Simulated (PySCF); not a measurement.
Single-point calculation of SiI3 (charge +1)

SiI3, charge +1, computed with RKS-based BP86, Si def2-SVP, I def2-SVP with ECP28; non-relativistic Hamiltonian with a scalar-relativistic core potential; density fitting (PySCF 2.14.0).

The geometry comes from this level: PBE0.

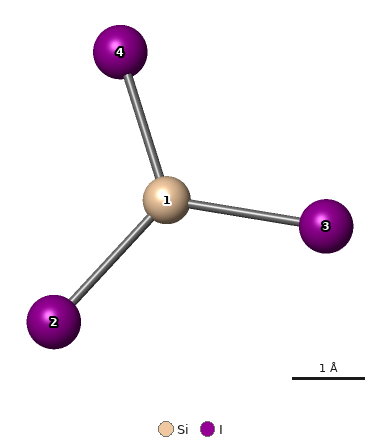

Fig. 1: The input geometry (ball-and-stick view, seen at a tilt; atoms are numbered from 1 in the order of the input).

## Summary

```tsv
quantity	value
outcome	converged
total energy	−1182.742125 hartree
HOMO	−11.54 eV
LUMO	−8.78 eV
hardware	2 threads of Arm Neoverse V2, 24 GiB of memory available, shared host
wall time	9.5 s (CPU time 18 s)
peak memory	1 GiB
```

## Input
```python
from pyscf import gto, scf, dft
mol = gto.M(atom='''
Si    -0.000000    -0.000000     0.000000
I      2.348938    -0.000012     0.000000
I     -1.174459     2.034246     0.000000
I     -1.174479    -2.034234    -0.000000''',
    basis={'Si': 'def2-SVP', 'I': 'def2-SVP'},
    ecp={'I': 'def2-SVP'},
    charge=1, spin=0)
mf = dft.RKS(mol, xc='B88,P86')
mf.grids.atom_grid = (75, 302)
aux = {'Si': 'def2-universal-JKFIT', 'I': 'def2-universal-JKFIT'}
mf = mf.density_fit(auxbasis=aux)
mf.conv_tol = 1e-09
mf.diis_space = 10
mf.max_cycle = 60
mf.verbose = 4
mf.kernel()
```

The script is an equivalent of the set-up of the self-consistent field. The run itself was carried out by a driver, which started from the orbitals of the step before it where there was one and computed the further properties.

Launched with:
```bash
OMP_NUM_THREADS=2 python axn.py task.json out
```

## The program's output
```
init E= -1182.73909929617
  HOMO = -0.424798157923274  LUMO = -0.327447467245456  gap/eV = 2.64905
cycle= 1 E= -1182.74102088525  delta_E= -0.00192  |g|= 0.056  |ddm|= 0.334
  HOMO = -0.423833729852663  LUMO = -0.313743152116571  gap/eV = 2.99572
cycle= 2 E= -1182.7344793904  delta_E= 0.00654  |g|= 0.143  |ddm|= 0.27
  HOMO = -0.423995162189085  LUMO = -0.322704698527043  gap/eV = 2.75625
cycle= 3 E= -1182.74211535346  delta_E= -0.00764  |g|= 0.00559  |ddm|=  0.2
  HOMO = -0.423772679807946  LUMO = -0.322639722675154  gap/eV = 2.75197
cycle= 4 E= -1182.74212489565  delta_E= -9.54e-06  |g|= 0.00136  |ddm|= 0.00867
  HOMO = -0.423951804885436  LUMO = -0.322758603307301  gap/eV = 2.75361
cycle= 5 E= -1182.74212544625  delta_E= -5.51e-07  |g|= 0.000202  |ddm|= 0.00254
  HOMO = -0.423933473471101  LUMO = -0.322730488435763  gap/eV = 2.75387
cycle= 6 E= -1182.74212546014  delta_E= -1.39e-08  |g|= 2.69e-05  |ddm|= 0.000367
  HOMO = -0.423932968527105  LUMO = -0.322729783791202  gap/eV = 2.75388
cycle= 7 E= -1182.74212546038  delta_E= -2.41e-10  |g|= 2.68e-06  |ddm|= 3.27e-05
  HOMO = -0.423933009851115  LUMO = -0.322729278010517  gap/eV = 2.75389
Extra cycle  E= -1182.74212546036  delta_E= 1.91e-11  |g|= 7.01e-06  |ddm|= 1.54e-05
converged SCF energy = -1182.74212546036
```
